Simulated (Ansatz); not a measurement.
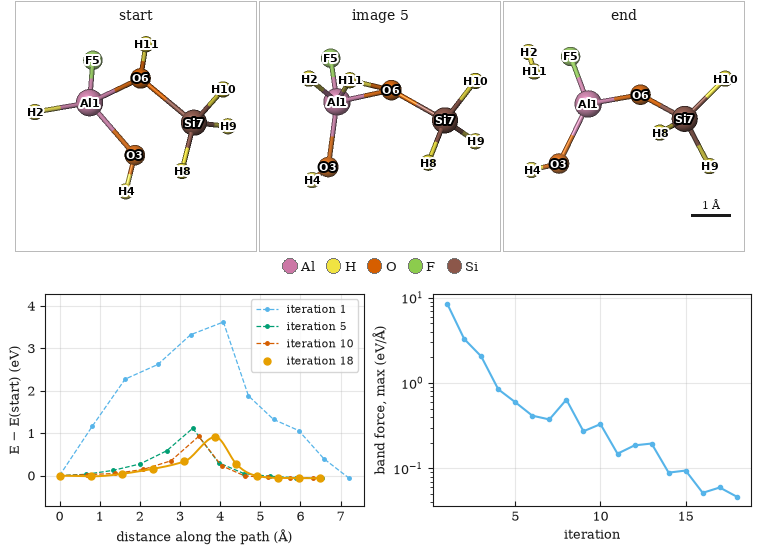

NEB run on AlSiH$_{6}$O$_{2}$F. Images are numbered from 0 (start) to 10 (end). The plot follows the band through its iterations. Style: ball-and-stick. Shown at a tilt.

Computed with RKS B3LYP-D4/cc-pVDZ (Ansatz). Settings: 9 movable images; climbing image; force threshold 0.05 eV/Å; iteration limit 60; starting path through a guess of the saddle point.

**Judge this run.**

The result is final at these settings. The band converged in 18 iterations. The largest component of the band force went from 8.5 to 0.047 eV/Å. The climbing image converged on the top of the path. Its vibrational analysis gives one imaginary mode (1228i cm⁻¹), as a transition state must have. The first iteration put the highest image at 3.62 eV. Forward barrier 0.91 eV, backward barrier 0.97 eV, with image 5 at the top; the reaction energy is −0.06 eV.

Cost: 4.9 min on 2 threads of Intel(R) Xeon(R) 6975P-C (Granite Rapids) (shared host), peak memory 0.28 GiB.
